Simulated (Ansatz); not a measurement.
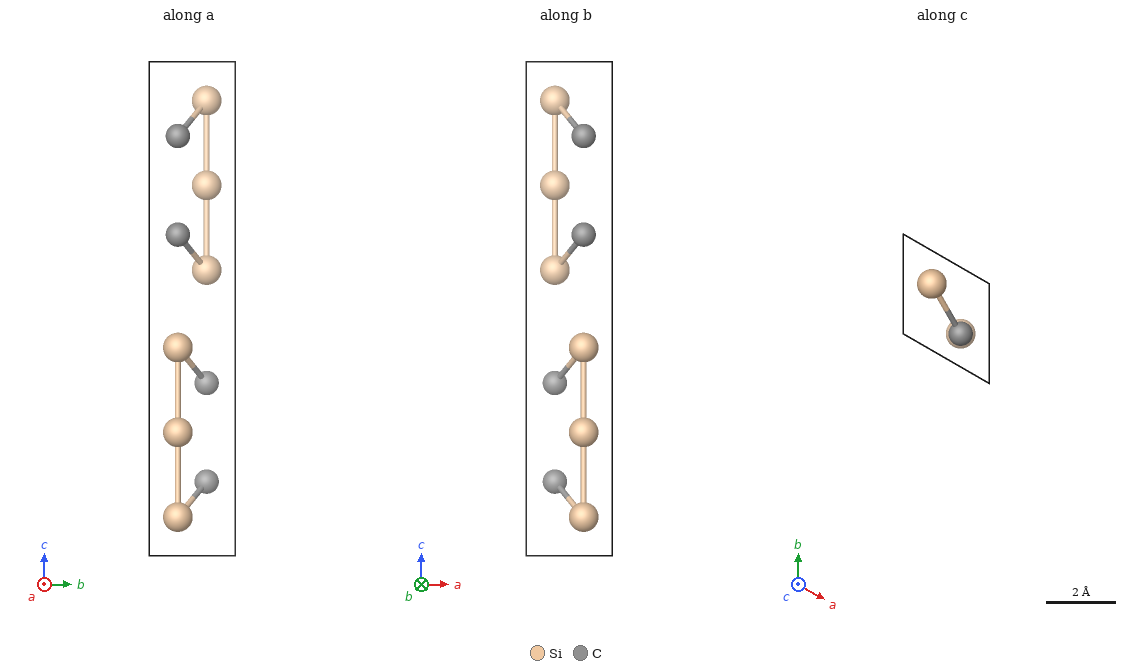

The crystal in a ball-and-stick representation, seen along the a axis, along the b axis and along the c axis. The box is the conventional unit cell; atoms on or close to its faces, edges and corners are drawn wherever they repeat.

Lattice parameters: a = 2.8996 Å, b = 2.8996 Å, c = 14.3678 Å, α = 90.000°, β = 90.000°, γ = 120.000°.

### Write down what is shown as a CIF with its space group and independent sites, with free fractional coordinates to two decimals.

```cif
data_structure
_symmetry_space_group_name_H-M 'P 63/m m c'
_symmetry_Int_Tables_number 194
_cell_length_a 2.8996
_cell_length_b 2.8996
_cell_length_c 14.3678
_cell_angle_alpha 90.000
_cell_angle_beta 90.000
_cell_angle_gamma 120.000
_cell_volume 104.62
loop_
_atom_site_label
_atom_site_type_symbol
_atom_site_symmetry_multiplicity
_atom_site_Wyckoff_symbol
_atom_site_fract_x
_atom_site_fract_y
_atom_site_fract_z
_atom_site_occupancy
Si1 Si 4 f 0.6667 0.3333 0.08 1
Si2 Si 2 d 0.6667 0.3333 0.25 1
C1 C 4 f 0.6667 0.3333 0.85 1
```

Provenance: a structure type filled with these elements by a generator (whether the compound takes this form wasn't checked). Earlier steps of the study, as a rule a relaxation of our own, may have changed the cell and positions, so they can lie some per cent off the listed ones. Ansatz was used for an electronic-structure calculation on it.
